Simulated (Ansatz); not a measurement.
**AsH3+ (doublet): one geometry, many settings at scale of all distances = 1.727**

What do other methods and options give for AsH3+ (doublet) at this geometry, and how long do they take?

The runs use Ansatz 0.2.0, Gaussian basis; the settings change from run to run.

30 further runs of the same task are left out: 1 for a known fault of the program, 28 that didn't finish, 1 set aside as unsound or not needed.

## Step 1: What is computed

The geometry derives from a PBE0/def2-TZVP stationary point (not a proven minimum). All distances are scaled together. No spin-orbit coupling is included. The filled d shell of As may be among the frozen orbitals whatever the setting's name suggests; the logs give the count.

4 atoms, charge 1, spin multiplicity 2.

Atoms are counted from 1 here; the program's logs count them from 0.

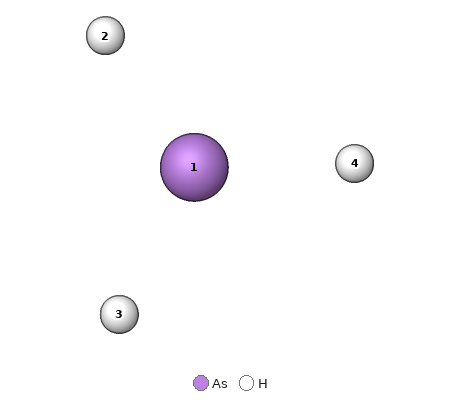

The structure; arsenic purple, hydrogen white; atoms are numbered from 1 in the order of the file.

## Step 2: CCSDT(Q) on ROHF/6-31G

in.yaml reads:

```yaml
crystal:
  periodic: [false, false, false]
  atoms:
    - {symbol: As, position_ang: [0.000093, -0.000023, -0.027960]}
    - {symbol: H, position_ang: [2.480259, 0.023746, 0.701044]}
    - {symbol: H, position_ang: [-1.263669, 2.138956, 0.686817]}
    - {symbol: H, position_ang: [-1.223530, -2.161008, 0.690458]}
basis:
  gaussian: {orbitals: 6-31G}
total_charge: 1
magnetization: {spin_polarized: false, initial_magnetization: 1}
correlation: {method: ccsdt_q, electrons: outside_noble_gas}
scf: {lower_state_search: off}
```

Command:

```bash
> ansatz run in.yaml --threads 1 --pin off --events-out ev --progress --plain --max-ram 2393MiB
```

Standard output, cut to the lines that bear on the results:

```text
Functional definition: HF
  name "HF"
  cite "Fock, Z. Phys. 61, 126 (1930) doi:10.1007/BF01340294"
  parent pbe
[...]
559 factors; integrals over basis functions are off by at most 7.2e-8 eV
[...]
mean field -60814.23421772 eV, -2234.8818861326 hartree, gradient 9.6e-6 eV, S^2 0.750000; 0 other end points of the search recorded, 0 dependent functions left out
14 core orbitals not correlated: weight in the atoms' cores, before any rotation towards them, 1.000 or more for the frozen orbitals, at most 0.000 for the correlated occupied ones
reference -60814.23421772 eV, -2234.8818861326 hartree; 4, 3 occupied and 17, 18 virtual orbitals, 559 factors
second order -3.07974904 eV of doubles, -0.02755820 eV of singles
cycle   1  -3.95547462 eV  change   -8.5e-1 eV  update   1.9e-1
[...]
cycle  30  -5.51940812 eV  change    6.1e-7 eV  update   8.5e-7
perturbative correction -0.04788830 eV, -0.0017598627 hartree
Total energy: -60819.80151414 eV, -2235.0864805026 hartree
Checks for a lower state left out: stability, starts, cluster_reference, orbital_swaps, neighbouring_geometries, increment
```

Run time: 11 s. Hardware: 1 thread of Intel Xeon at 2.50GHz, shared host.

From the report: correlation -5.5673 eV; T1 0.091; largest double amplitude 0.23.

## Step 3: MP2 on ROHF/6-31G

in.yaml: that of step 2 with these lines changed.

```diff
@@ -11,3 +11,4 @@
 magnetization: {spin_polarized: false, initial_magnetization: 1}
-correlation: {method: ccsdt_q, electrons: outside_noble_gas}
-scf: {lower_state_search: off}
+correlation: {method: mp2, electrons: all}
+accuracy: high
+output: {forces: true}
```

Launched as before.

Standard output, cut to the lines that bear on the results:

```text
Functional definition: HF
  name "HF"
  cite "Fock, Z. Phys. 61, 126 (1930) doi:10.1007/BF01340294"
  parent pbe
[...]
560 factors; integrals over basis functions are off by at most 4.4e-9 eV
[...]
mean field -60814.99931712 eV, -2234.9100030172 hartree, gradient 2.9e-8 eV, S^2 0.750000; 3 other end points of the search recorded, 0 dependent functions left out
[...]
unrestricted determinant -60818.05931432 eV, -2235.0224558401 hartree, S^2 2.3371
reference -60814.99931712 eV, -2234.9100030172 hartree; 18, 17 occupied and 17, 18 virtual orbitals, 560 factors
second order -8.04495131 eV of doubles, -0.01177314 eV of singles
[...]
Total energy: -60823.05604158 eV, -2235.2060821799 hartree
Atom 0 at     0.000093    -0.000023    -0.027960 Å, force    -1.686497    -0.015054     0.814207 eV/Å
Atom 1 at     2.480259     0.023746     0.701044 Å, force    -0.154882    -0.001402     0.052095 eV/Å
Atom 2 at    -1.263669     2.138956     0.686817 Å, force     0.938656    -1.916435    -0.431521 eV/Å
Atom 3 at    -1.223530    -2.161008     0.690458 Å, force     0.902723     1.932890    -0.434781 eV/Å
Dipole moment:    -0.091037    -0.000748     0.120484 e Å
```

Wall time 7.5 s (1 thread of Intel Xeon at 2.50GHz, shared host).

## Step 4: MRCISD+Q(relaxed)(3,7)/6-31G

in.yaml: that of step 3 with these lines changed.

```diff
@@ -8,7 +8,5 @@
 basis:
-  gaussian: {orbitals: 6-31G}
+  gaussian: {orbitals: 6-31G, fitting: {mean_field: def2-universal-jkfit}}
 total_charge: 1
 magnetization: {spin_polarized: false, initial_magnetization: 1}
-correlation: {method: mp2, electrons: all}
-accuracy: high
-output: {forces: true}
+correlation: {method: fic_mrcisd_q_relaxed, electrons: outside_noble_gas, active_space: {window: {electrons: 3, orbitals: 7}}}
```

Same command.

Standard output, cut to the lines that bear on the results:

```text
Functional definition: HF
  name "HF"
  cite "Fock, Z. Phys. 61, 126 (1930) doi:10.1007/BF01340294"
  parent pbe
[...]
320 factors; integrals over basis functions are off by at most 1.8e-1 eV
[...]
mean field -60814.99670408 eV, -2234.9099069896 hartree, gradient 2.2e-6 eV, S^2 0.750000; 3 other end points of the search recorded, 0 dependent functions left out
reference -60814.99670408 eV, -2234.9099069896 hartree; 18, 17 occupied and 17, 18 virtual orbitals, 320 factors
state -60816.98869682 eV, -2234.9831113727 hartree
contracted CI cycle   1: correlation 0.00000000 eV, 0.0000000000 hartree, residual 7.92e0 eV
contracted CI cycle   2: correlation -2.09342281 eV, -0.0769318694 hartree, residual 3.34e0 eV
contracted CI cycle   3: correlation -2.45905863 eV, -0.0903687380 hartree, residual 1.25e0 eV
contracted CI cycle   4: correlation -2.49884678 eV, -0.0918309253 hartree, residual 5.18e-1 eV
contracted CI cycle   5: correlation -2.50661308 eV, -0.0921163316 hartree, residual 2.75e-1 eV
[...]
contracted CI cycle  17: correlation -2.51082174 eV, -0.0922709972 hartree, residual 2.10e-3 eV
contracted CI cycle  18: correlation -2.51082190 eV, -0.0922710028 hartree, residual 1.62e-3 eV
contracted CI cycle  19: correlation -2.51082197 eV, -0.0922710054 hartree, residual 9.35e-4 eV
contracted CI cycle  20: correlation -2.51082199 eV, -0.0922710061 hartree, residual 4.79e-4 eV
state -60816.98840375 eV, -2234.9831006025 hartree; corrected -60820.10403632 eV, -2235.0975979877 hartree
state -60816.98840375 eV, -2234.9831006025 hartree; corrected -60820.10403632 eV, -2235.0975979877 hartree
the orbitals are reached from a further start. From the first start the search ends at -60816.98866967 eV, -2234.9831103750 hartree
WARN: 1 active orbitals are nearly empty or full. The corrections depend on them more than the energy does, and are more stable in an active space without them
WARN: the results are in doubt because another end's mean lies 0.000 eV lower, and its corrected mean 0.000 eV higher
Total energy: -60820.10403632 eV, -2235.0975979877 hartree
In doubt: another end's mean lies 0.000 eV lower, and its corrected mean 0.000 eV higher
```

It took 37 s on 1 thread of Intel Xeon at 2.50GHz, shared host.

From the report: 147 determinants; active occupations 1.54, 1.00, 0.28, 0.18, 0.00, 0.00, 0.00. The program marks this result as in doubt; its last lines say why.

## Step 5: CASCI(5,4)/6-31G

in.yaml reads:

```yaml
crystal:
  periodic: [false, false, false]
  atoms:
    - {symbol: As, position_ang: [0.000093, -0.000023, -0.027960]}
    - {symbol: H, position_ang: [2.480259, 0.023746, 0.701044]}
    - {symbol: H, position_ang: [-1.263669, 2.138956, 0.686817]}
    - {symbol: H, position_ang: [-1.223530, -2.161008, 0.690458]}
basis:
  gaussian: {orbitals: 6-31G}
total_charge: 1
magnetization: {spin_polarized: false, initial_magnetization: 1}
correlation: {active_space: {window: {electrons: 5, orbitals: 4}, fixed_orbitals: true}}
```

The command is unchanged.

Standard output:

```text
Functional definition: HF
  name "HF"
  cite "Fock, Z. Phys. 61, 126 (1930) doi:10.1007/BF01340294"
  parent pbe
  exchange = exact_x
  correlation = 0
355 factors; integrals over basis functions are off by at most 5.6e-4 eV
mean field evaluation 1: about -60813.4770 eV, gradient 1.1e1 eV
mean field evaluation 2: about -60813.4920 eV, gradient 1.1e1 eV
mean field evaluation 4: about -60814.2175 eV, gradient 8.6e-1 eV
mean field evaluation 8: about -60814.2283 eV, gradient 2.5e-1 eV
mean field evaluation 16: about -60814.2342 eV, gradient 2.5e-6 eV
mean field evaluation 32: about -60813.0422 eV, gradient 8.4e-1 eV
mean field -60814.99931380 eV, -2234.9100028953 hartree, gradient 2.5e-6 eV, S^2 0.750000; 3 other end points of the search recorded, 0 dependent functions left out
reference -60814.99931380 eV, -2234.9100028953 hartree; 18, 17 occupied and 17, 18 virtual orbitals, 355 factors
state -60815.48336512 eV, -2234.9277914529 hartree
Total energy: -60815.48336512 eV, -2234.9277914529 hartree
```

It took 3.7 s on 1 thread of Intel Xeon at 2.50GHz, shared host.

From the report: 12 determinants; active occupations 1.98, 1.82, 1.00, 0.20.

## Step 6: CISD/cc-pVTZ

in.yaml: that of step 5 with these lines changed.

```diff
@@ -8,5 +8,5 @@
 basis:
-  gaussian: {orbitals: 6-31G}
+  gaussian: {orbitals: cc-pVTZ}
 total_charge: 1
 magnetization: {spin_polarized: false, initial_magnetization: 1}
-correlation: {active_space: {window: {electrons: 5, orbitals: 4}, fixed_orbitals: true}}
+correlation: {active_space: {ras: {orbitals: [3, 1, 67], electrons: 7, max_holes: 2, max_particles: 2}, fixed_orbitals: true}}
```

Same command.

Standard output:

```text
Functional definition: HF
  name "HF"
  cite "Fock, Z. Phys. 61, 126 (1930) doi:10.1007/BF01340294"
  parent pbe
  exchange = exact_x
  correlation = 0
499 factors; integrals over basis functions are off by at most 7.9e-4 eV
mean field evaluation 1: about -60824.2134 eV, gradient 1.1e1 eV
mean field evaluation 2: about -60824.2113 eV, gradient 1.1e1 eV
mean field evaluation 4: about -60824.9417 eV, gradient 1.2e0 eV
mean field evaluation 8: about -60824.9638 eV, gradient 1.9e-1 eV
mean field evaluation 16: about -60823.0613 eV, gradient 9.5e0 eV
mean field evaluation 32: about -60823.7661 eV, gradient 2.0e-6 eV
mean field -60825.68129861 eV, -2235.3025585964 hartree, gradient 7.7e-6 eV, S^2 0.750000; 3 other end points of the search recorded, 0 dependent functions left out
reference -60825.68129861 eV, -2235.3025585964 hartree; 18, 17 occupied and 67, 68 virtual orbitals, 499 factors
state -60830.62015050 eV, -2235.4840580558 hartree
Total energy: -60830.62015050 eV, -2235.4840580558 hartree
```

Run time: 23 s. Hardware: 1 thread of Intel Xeon at 2.50GHz, shared host.

From the report: 54,417 determinants.

## Step 7: CCSDT on UHF/6-31G

in.yaml reads:

```yaml
crystal:
  periodic: [false, false, false]
  atoms:
    - {symbol: As, position_ang: [0.000093, -0.000023, -0.027960]}
    - {symbol: H, position_ang: [2.480259, 0.023746, 0.701044]}
    - {symbol: H, position_ang: [-1.263669, 2.138956, 0.686817]}
    - {symbol: H, position_ang: [-1.223530, -2.161008, 0.690458]}
basis:
  gaussian: {orbitals: 6-31G}
total_charge: 1
magnetization: {spin_polarized: true, initial_magnetization: 1}
hamiltonian: {pseudopotentials: {relativity: none}}
correlation: {method: ccsdt, electrons: outside_noble_gas}
scf: {lower_state_search: light}
output: {forces: true}
```

Same command.

Standard output, cut to the lines that bear on the results:

```text
Functional definition: HF
  name "HF"
  cite "Fock, Z. Phys. 61, 126 (1930) doi:10.1007/BF01340294"
  parent pbe
[...]
559 factors; integrals over basis functions are off by at most 7.2e-8 eV
[...]
mean field -60818.12936005 eV, -2235.0250299731 hartree, gradient 2.2e-6 eV, S^2 2.485489; 31 other end points of the search recorded, 0 dependent functions left out
determinant -60818.12936005 eV, -2235.0250299731 hartree, with singles and doubles -60819.22300792 eV, -2235.0652207911 hartree
determinant -60818.05931432 eV, -2235.0224558400 hartree, with singles and doubles -60819.37589841 eV, -2235.0708394129 hartree
determinant -60817.95037763 eV, -2235.0184524903 hartree, with singles and doubles -60818.97789338 eV, -2235.0562129978 hartree
determinant -60817.95008363 eV, -2235.0184416862 hartree, with singles and doubles -60818.98014272 eV, -2235.0562956596 hartree
[...]
reference -60818.05931432 eV, -2235.0224558400 hartree; 4, 3 occupied and 17, 18 virtual orbitals, 559 factors
second order -0.57846840 eV of doubles, -0.00000000 eV of singles
cycle   1  -0.75128532 eV  change   -1.7e-1 eV  update   5.0e-2
[...]
cycle   5  -1.60704651 eV  change    2.2e-7 eV  update   3.9e-8
WARN: the results are in doubt because among natural orbitals full CI differs from the method by -0.134 eV
[...]
Total energy: -60819.66636083 eV, -2235.0815137100 hartree
Atom 0 at     0.000093    -0.000023    -0.027960 Å, force    -0.002809     0.000686     0.840861 eV/Å
Atom 1 at     2.480259     0.023746     0.701044 Å, force    -1.136943    -0.010854    -0.284078 eV/Å
Atom 2 at    -1.263669     2.138956     0.686817 Å, force     0.579075    -0.980354    -0.277557 eV/Å
Atom 3 at    -1.223530    -2.161008     0.690458 Å, force     0.560677     0.990522    -0.279226 eV/Å
Dipole moment:    -0.000221     0.000054     0.066190 e Å
In doubt: among natural orbitals full CI differs from the method by -0.134 eV
```

Wall time 99 s (1 thread of Intel Xeon at 2.50GHz, shared host).

From the report: ⟨S²⟩ of the determinant 2.337 (pure doublet: 0.75); correlation -1.6070 eV; T1 0.130; largest double amplitude 0.27. The determinant is far from a pure spin state, so its energy mixes those of several spin states (harmless only where they are near-degenerate, as at dissociation). The program marks this result as in doubt; its last lines say why.

## Step 8: MP2 on ROHF/6-31G

in.yaml reads:

```yaml
crystal:
  periodic: [false, false, false]
  atoms:
    - {symbol: As, position_ang: [0.000093, -0.000023, -0.027960]}
    - {symbol: H, position_ang: [2.480259, 0.023746, 0.701044]}
    - {symbol: H, position_ang: [-1.263669, 2.138956, 0.686817]}
    - {symbol: H, position_ang: [-1.223530, -2.161008, 0.690458]}
basis:
  gaussian: {orbitals: 6-31G}
total_charge: 1
magnetization: {spin_polarized: false, initial_magnetization: 1}
correlation: {method: mp2, electrons: outside_noble_gas}
```

Launched as before.

Standard output, cut to the lines that bear on the results:

```text
Functional definition: HF
  name "HF"
  cite "Fock, Z. Phys. 61, 126 (1930) doi:10.1007/BF01340294"
  parent pbe
[...]
355 factors; integrals over basis functions are off by at most 5.6e-4 eV
[...]
mean field -60814.99931380 eV, -2234.9100028953 hartree, gradient 2.5e-6 eV, S^2 0.750000; 3 other end points of the search recorded, 0 dependent functions left out
[...]
unrestricted determinant -60818.05927312 eV, -2235.0224543260 hartree, S^2 2.3371
14 core orbitals not correlated: weight in the atoms' cores, before any rotation towards them, 1.000 or more for the frozen orbitals, at most 0.000 for the correlated occupied ones
reference -60814.99931380 eV, -2234.9100028953 hartree; 4, 3 occupied and 17, 18 virtual orbitals, 355 factors
second order -2.53250439 eV of doubles, -0.01176578 eV of singles
WARN: the method's energy lies above the unrestricted determinant's, so it is not that of the lowest state
Total energy: -60817.54358397 eV, -2235.0035030993 hartree
```

Wall time 4.9 s (1 thread of Intel Xeon at 2.50GHz, shared host).

The report marks this result as in doubt.

## Step 9: CCSDT(Q) on UHF/def2-SVP

in.yaml: that of step 8 with these lines changed.

```diff
@@ -8,5 +8,6 @@
 basis:
-  gaussian: {orbitals: 6-31G}
+  gaussian: {orbitals: def2-SVP}
 total_charge: 1
-magnetization: {spin_polarized: false, initial_magnetization: 1}
-correlation: {method: mp2, electrons: outside_noble_gas}
+magnetization: {spin_polarized: true, initial_magnetization: 1}
+hamiltonian: {pseudopotentials: {relativity: none}}
+correlation: {method: ccsdt_q, electrons: outside_noble_gas}
```

The command is unchanged.

Standard output, cut to the lines that bear on the results:

```text
Functional definition: HF
  name "HF"
  cite "Fock, Z. Phys. 61, 126 (1930) doi:10.1007/BF01340294"
  parent pbe
[...]
718 factors; integrals over basis functions are off by at most 1.9e-7 eV
[...]
mean field -60819.83827136 eV, -2235.0878313054 hartree, gradient 1.2e-6 eV, S^2 2.486044; 28 other end points of the search recorded, 0 dependent functions left out
determinant -60819.83827136 eV, -2235.0878313054 hartree, with singles and doubles -60821.99305118 eV, -2235.1670180033 hartree
determinant -60819.75033522 eV, -2235.0845997119 hartree, with singles and doubles -60822.08213286 eV, -2235.1702916945 hartree
determinant -60819.65990790 eV, -2235.0812765691 hartree, with singles and doubles -60821.74540240 eV, -2235.1579170786 hartree
determinant -60819.44934928 eV, -2235.0735386825 hartree, with singles and doubles -60821.83601515 eV, -2235.1612470356 hartree
[...]
determinant -60819.44934928 eV, -2235.0735386825 hartree, with singles and doubles -60822.10813018 eV, -2235.1712470784 hartree
determinant -60818.43408310 eV, -2235.0362283388 hartree, with singles and doubles -60822.05644159 eV, -2235.1693475578 hartree
determinant -60818.37139388 eV, -2235.0339245522 hartree, with singles and doubles -60822.14426584 eV, -2235.1725750394 hartree
14 core orbitals not correlated: weight in the atoms' cores, before any rotation towards them, 1.000 or more for the frozen orbitals, at most 0.000 for the correlated occupied ones
reference -60819.44934928 eV, -2235.0735386825 hartree; 4, 3 occupied and 29, 30 virtual orbitals, 718 factors
second order -1.31944442 eV of doubles, -0.00000000 eV of singles
cycle   1  -1.67980014 eV  change   -3.6e-1 eV  update   7.1e-2
[...]
cycle  55  -3.22939863 eV  change    2.2e-7 eV  update   3.2e-7
perturbative correction -0.08240594 eV, -0.0030283624 hartree
WARN: these amplitudes may be one of several solutions (largest doubles amplitude 0.54, level shift 0.00 eV)
Total energy: -60822.76115385 eV, -2235.1952452557 hartree
```

Wall time 2 min (1 thread of Intel Xeon at 2.50GHz, shared host).

From the report: ⟨S²⟩ of the determinant 2.421 (pure doublet: 0.75); correlation -3.3118 eV; T1 0.219; largest double amplitude 0.54. The determinant is far from a pure spin state, so its energy mixes those of several spin states (harmless only where they are near-degenerate, as at dissociation). The report flags that the cluster equations may have other roots.

## Step 10: CCSDT(Q) on UHF/STO-3G

in.yaml: that of step 9 with these lines changed.

```diff
@@ -8,6 +8,7 @@
 basis:
-  gaussian: {orbitals: def2-SVP}
+  gaussian: {orbitals: STO-3G}
 total_charge: 1
 magnetization: {spin_polarized: true, initial_magnetization: 1}
-hamiltonian: {pseudopotentials: {relativity: none}}
-correlation: {method: ccsdt_q, electrons: outside_noble_gas}
+correlation: {method: ccsdt_q, electrons: all}
+accuracy: high
+scf: {lower_state_search: off}
```

Launched as before.

Standard output, cut to the lines that bear on the results:

```text
Functional definition: HF
  name "HF"
  cite "Fock, Z. Phys. 61, 126 (1930) doi:10.1007/BF01340294"
  parent pbe
[...]
243 factors; integrals over basis functions are off by at most 4.2e-9 eV
[...]
mean field -60148.69103712 eV, -2210.4236253670 hartree, gradient 1.8e-8 eV, S^2 2.480833; 0 other end points of the search recorded, 0 dependent functions left out
reference -60148.69103712 eV, -2210.4236253670 hartree; 18, 17 occupied and 3, 4 virtual orbitals, 243 factors
second order -0.24877727 eV of doubles, -0.00000000 eV of singles
cycle   1  -0.36023395 eV  change   -1.1e-1 eV  update   4.2e-2
[...]
cycle  65  -1.07540098 eV  change  -8.6e-10 eV  update   1.0e-9
perturbative correction -0.00997870 eV, -0.0003667105 hartree
Total energy: -60149.77641680 eV, -2210.4635123345 hartree
Checks for a lower state left out: stability, starts, cluster_reference, orbital_swaps, neighbouring_geometries, increment
```

Wall time 73 s (1 thread of Intel Xeon at 2.50GHz, shared host); peak memory 0.78 GiB.

From the report: ⟨S²⟩ of the determinant 2.481 (pure doublet: 0.75); correlation -1.0854 eV; T1 0.045; largest double amplitude 0.30. The determinant is far from a pure spin state, so its energy mixes those of several spin states (harmless only where they are near-degenerate, as at dissociation).

## Step 11: The runs in one table

Where basis and cores are those of an earlier FCI/6-31G run (-60819.7971 eV), and the state is the same kind, the miss against it is given. † marks a result that the program doubts.

| level | correlated | functions | energy (eV) | from FCI (meV) | time |
| --- | --- | --- | --- | --- | --- |
| CCSDT(Q) on ROHF/6-31G | outside noble gas | 35 | -60819.8015 | -4.4 | 11 s |
| MP2 on ROHF/6-31G | all | 35 | -60823.0560 |  | 7.5 s |
| MRCISD+Q(relaxed)(3,7)/6-31G † | outside noble gas | 35 | -60820.1040 | -306.9 | 37 s |
| CASCI(5,4)/6-31G |  | 35 | -60815.4834 | 4313.8 | 3.7 s |
| CISD/cc-pVTZ | outside noble gas | 85 | -60830.6202 |  | 23 s |
| CCSDT on UHF/6-31G † | outside noble gas | 35 | -60819.6664 |  | 99 s |
| MP2 on ROHF/6-31G † | outside noble gas | 35 | -60817.5436 | 2253.6 | 4.9 s |
| CCSDT(Q) on UHF/def2-SVP † | outside noble gas | 47 | -60822.7612 |  | 2 min |
| CCSDT(Q) on UHF/STO-3G | all | 21 | -60149.7764 |  | 73 s |

## Step 12: Results

| quantity | value |
| --- | --- |
| runs | 9 |
| quickest | CASCI(5,4)/6-31G, 3.7 s |
| slowest | CCSDT(Q) on UHF/def2-SVP †, 2 min |

In words: Total energies in different bases, with other cores or another treatment of relativity can't be set against each other. CCSDT(Q) on UHF/def2-SVP † took 32 times as long as CASCI(5,4)/6-31G; the jobs differ in more than the method. Among the correlated runs with a miss given, it spans -307 to +2254 meV. Hartree-Fock, CASSCF and CASCI lack dynamic correlation by design.
